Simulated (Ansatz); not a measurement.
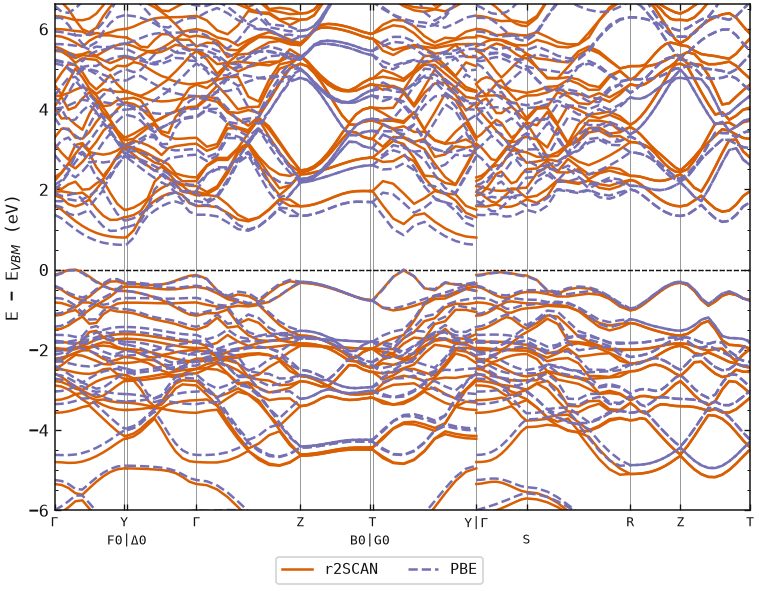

Band structures of Sn2PbS3, space group Cmcm (No. 63), 12 atoms in the cell, by two methods on the same cell. Each is counted from its own valence-band top.

Question: What changes from one method to the other?

Answer: r2SCAN gives a gap of 0.80 eV along the path and PBE gives a gap of 0.62 eV along the path. Over the top 3 filled bands the two differ by 0.05 eV on average.

Settings. r2SCAN: DFT r2SCAN, scalar-relativistic, plane waves, PAW, no spin polarisation, 4×4×8 k mesh, 500 eV cutoff, Gaussian smearing of 0.02 eV (Ansatz). PBE: DFT PBE, scalar-relativistic, plane waves, PAW, no spin polarisation, 4×4×8 k mesh, 420 eV cutoff (Ansatz 0.2.0).

The structure is an invented one, so it need not be a known or stable phase. Spin-orbit coupling is left out, which matters for Pb.
